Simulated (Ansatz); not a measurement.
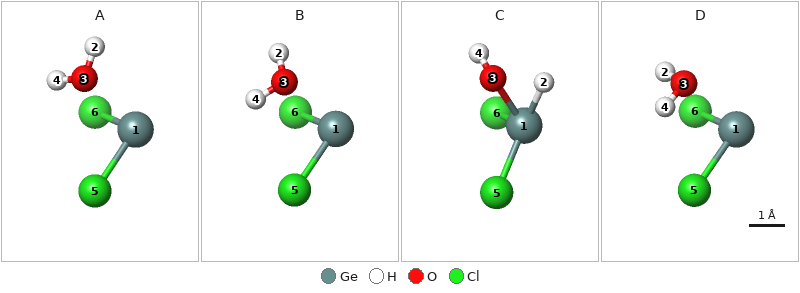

4 geometries from a converged minimum-energy path of GeH$_{2}$OCl$_{2}$, shuffled. Style: ball-and-stick. Shown from a free direction.

The calculation used RKS BLYP/def2-SVPD (Ansatz). Set-up: 5 movable images; climbing image; force threshold 0.03 eV/Å; iteration limit 60; starting path through a guess of the saddle point.

One of them is the converged climbing image. Which?

C. In order along the path, whose images run from 0 to 6: C (image 2, +44.2 kcal/mol), A (image 4, −4.5 kcal/mol), B (image 5, −5.6 kcal/mol), D (image 6, −6.7 kcal/mol). A hydrogen atom shifts from one atom to another. Breaking: Ge1–H2 (1.54 → 1.64 at the top → 2.71 Å). Forming: H2–O3 (2.68 → 1.52 at the top → 0.98 Å).
